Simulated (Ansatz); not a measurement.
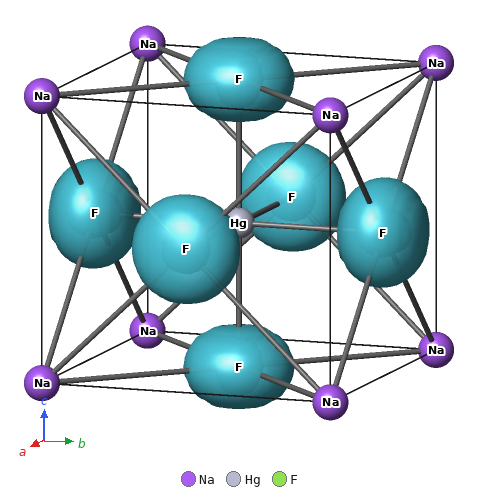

*NaHgF3. Isosurface of the electron localisation function at 0.75 (cyan), seen slightly off an axis. Core shells and regions of very low density are left out. Sticks mark near contacts.*

Space group P4/mmm; started from the cubic perovskite prototype, which need not be the ambient phase; changed on purpose from its base cell (uniaxial x strain -5.0%); computed pressure about 4 GPa in this cell.

Level of theory: DFT, HSE06, plane waves, PAW in Ansatz 0.2.0.

Core electrons are frozen (PAW), and the valence fields are smoothed inside the atomic spheres.

### Where are the electrons localised?

The surface consists of three regions wrapped around F (the valence shell of each), counted in one cell of 5 atoms. Any copies at cell faces, edges or corners count once. Along the contacts the grid gives the following. Hg–F (2.14 Å): the ELF is about 0.15 at the midpoint: no shared electron pair shows on this line. Na–F (3.10 Å): the ELF is about 0 at the midpoint: no shared electron pair shows on this line.
